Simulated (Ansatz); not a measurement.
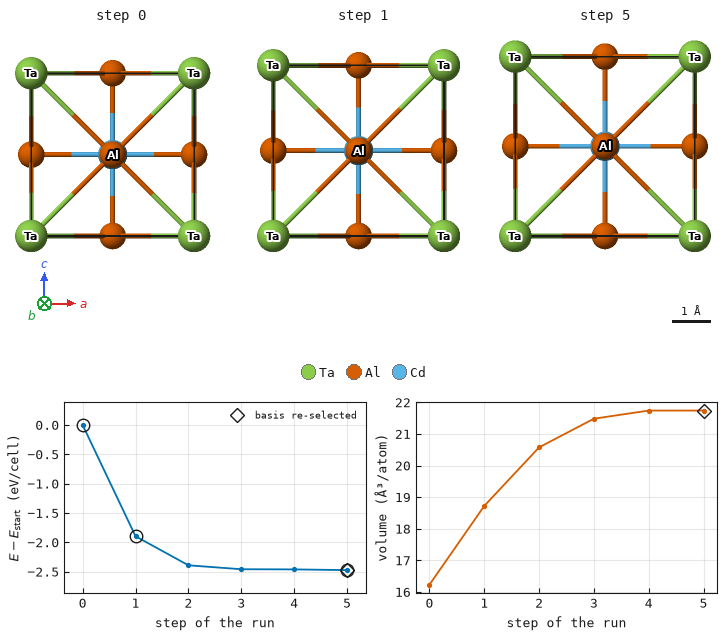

Frames of a relaxation of crystalline TaAl3Cd (built on the cubic perovskite type) (coarse preliminary run), marked on the history of the run. Style: ball-and-stick. Shown: the cell of the calculation, along the b axis.

Case: cubic perovskite type (Pm-3m, No. 221).

The calculation used DFT r2SCAN, scalar-relativistic, plane waves, PAW in Ansatz 0.2.0. Settings: plane-wave cutoff 500 eV; k-point mesh 4 × 4 × 4; occupations gaussian; smearing width 0.1 eV; no spin polarisation; cell and atoms relaxed; force threshold 0.04 eV/Å; at most 70 steps.

### Describe the path.

The atoms keep their places relative to the cell (all moves are under 0.005 Å). The volume changes by +33.9 %, with a = b = c 4.330 → 4.773 Å (+10.2 %). Near-neighbour distances that change, for instance: Al–Ta 3.062 → 3.375 Å, Al–Cd 2.165 → 2.386 Å. The space group stays Pm-3m (No. 221). After 4 accepted moves (5 points after the start) the energy has fallen by 2.471 eV per cell of the calculation. All forces vanish by symmetry, so only the cell relaxes. The pressure goes from 37.37 to 0.05 GPa. At 1 point the geometry stayed and the basis and grid were re-selected for the new cell (energy shift of 12.3 meV per cell of the calculation at most each time). The run took 23 s on 1 thread of Arm Neoverse V2 (shared host), peak memory 0.56 GiB. From step 0 to 1: volume +15.3 %, energy −1.895 eV per cell of the calculation. From step 1 to 5: volume +16.1 %, energy −0.576 eV per cell of the calculation.
